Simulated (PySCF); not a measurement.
**Cl4Si, SMILES `Cl[Si](Cl)(Cl)Cl`: what the electrons do**

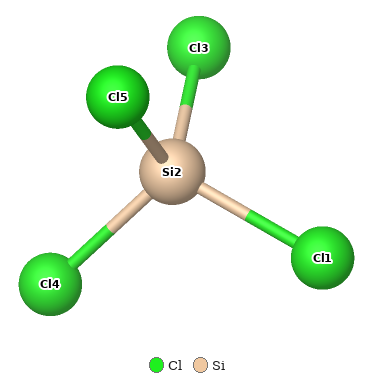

The molecule, with its atoms numbered as below. No frequency check shows the geometry to be a minimum.

Cartesian coordinates (Å):

```
Cl1      1.1631   -0.8544    1.4052
Si2     -0.0001    0.0000    0.0000
Cl3      1.1631    0.8544   -1.4052
Cl4     -1.1630   -1.4054   -0.8543
Cl5     -1.1630    1.4054    0.8543
```

### 1. Bonding charge

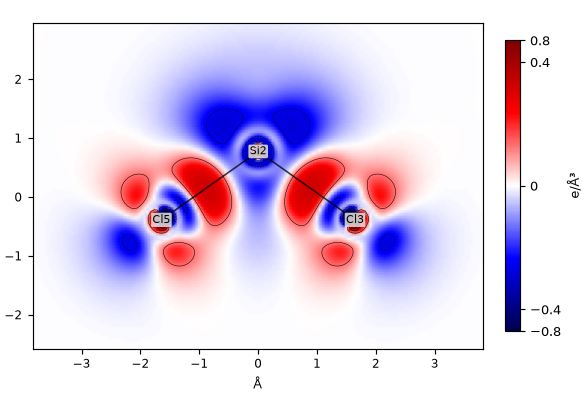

Deformation density (molecule less spherical, spin-averaged free atoms) in the plane of Si2, Cl3 and Cl5; colour scale in e/Å³, logarithmic beyond ±0.1; red: gain, blue: loss.

PySCF calculation, TPSS/def2-SVPD, gas phase; geometry: GFN2-xTB.

Question: Describe the bonding that the map shows.

Answer: Si2–Cl3 and Si2–Cl5: +0.05 e/Å³ at the bond critical point (bond length 2.01 Å); up to 0.6 Å beside the axis the gain reaches +0.19 e/Å³. In all, 1.1 electrons gather in the regions of gain relative to the promolecule. A small or negative value marks a very polar bond, one between electron-rich atoms, whose free-atom densities already overlap strongly, a long bond to a heavier atom, or a closed-shell contact such as a hydrogen bond.

### 2. Bond critical points

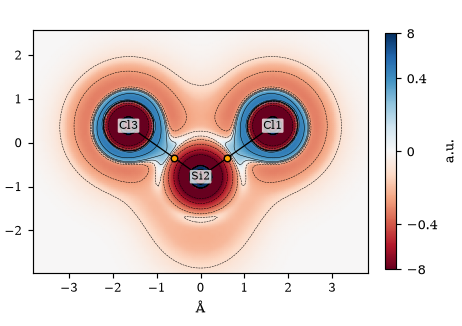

Negative Laplacian of the density (−∇²ρ) in the plane of Cl1, Si2 and Cl3 (blue positive, red negative, colour scale in a.u., logarithmic beyond ±0.04), with bond paths and bond critical points (dots).

Question: At which bond critical points in this plane is charge locally concentrated, and at which depleted?

Answer: At none is it concentrated. Depleted (∇²ρ > 0): Cl1–Si2 and Si2–Cl3 (+0.33 a.u., H = −0.044).

Question: Where along Cl1–Si2 does the critical point lie?

Answer: 1.28 Å from Cl1 and 0.74 Å from Si2.

### 3. Local ionisation energy

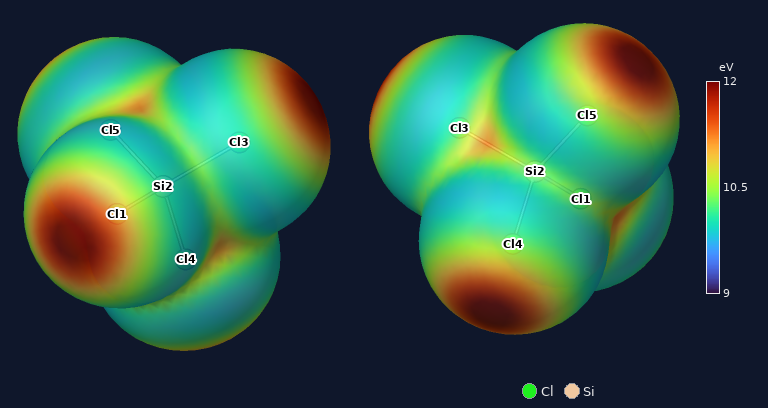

Average local ionisation energy on the surface of electron density 0.001 a.u. (back view left, front view right).

Question: Where are the most loosely bound electrons on this surface?

Answer: The lowest value is 9.8 eV, 2.1 Å from Cl4, and at like points elsewhere. For comparison, the highest occupied orbital lies at −8.4 eV.

Question: What volume does the surface enclose, and what is the dipole moment?

Answer: About 138 Å³; the dipole moment is 0.0 D.

### 4. In an electric field

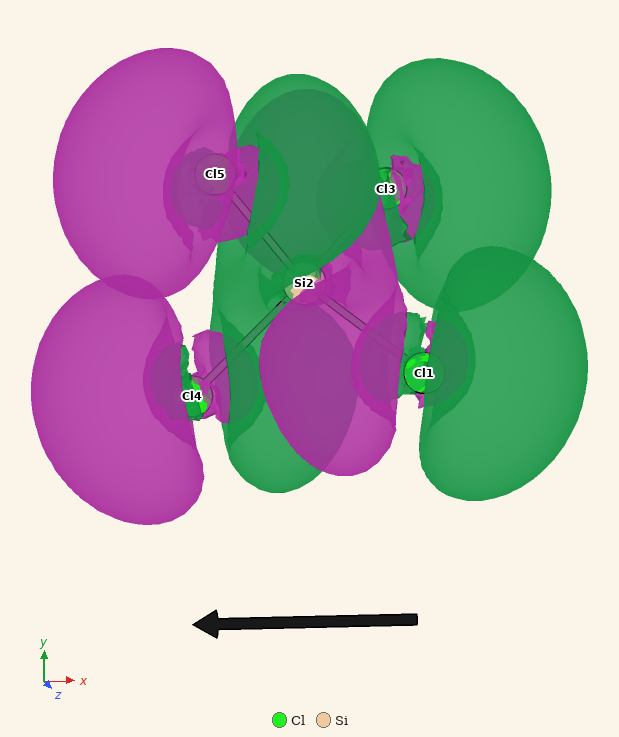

Change of the electron density in a uniform field of 0.41 V/Å along −x (arrow), surfaces at ±0.0015 e/Å³ (green: gain, purple: loss).

Method: r2SCAN/def2-SVPD; geometry: GFN2-xTB; program: PySCF.

Question: How large is the response?

Answer: The induced dipole is 1.53 D (along the field); α along this axis, from the fields in both directions, is 75 bohr³ (11.2 Å³).

Question: Which atoms gain and lose the most charge?

Answer: Electrons gather most on Cl1 and Cl3 alike (Hirshfeld charge changes by −0.026 e) and leave Cl4 and Cl5 alike most (+0.027 e); 0.128 electrons are displaced in all.

### 5. Localised orbitals

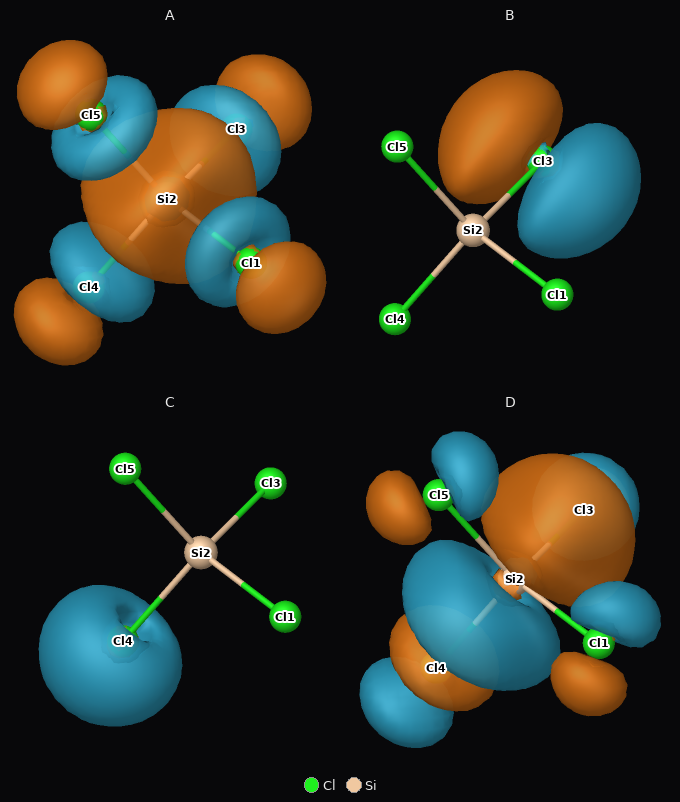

Intrinsic bond orbitals (IBO), occupied and valence-virtual; each surface holds about 80 % of the orbital's density. Energies are diagonal elements of the Fock matrix.

Method: TPSSh/cc-pVTZ; geometry: GFN2-xTB; program: PySCF.

Question: Name the orbitals, with their atomic make-up and energies.

Answer: By panel:
- A: antibonding multicentre orbital mainly over Si2, Cl3, Cl1 and Cl4 and further atoms (Si2 54 %, Cl3 13 %, Cl1 11 %; −0.1 eV)
- B: lone pair on Cl3 (p-type) (Cl3 96 %, Si2 3 %; −9.6 eV)
- C: lone pair on Cl4 (sp0.4-type) (Cl4 100 %; −18.0 eV)
- D: σ* orbital Si2–Cl4, mostly on Si2 (Si2 67 %, Cl4 17 %, Cl3 8 %; 2.4 eV)

Question: How do all the valence pairs divide up?

Answer: 16 pairs: 12 lone pairs and 4 σ bonds.
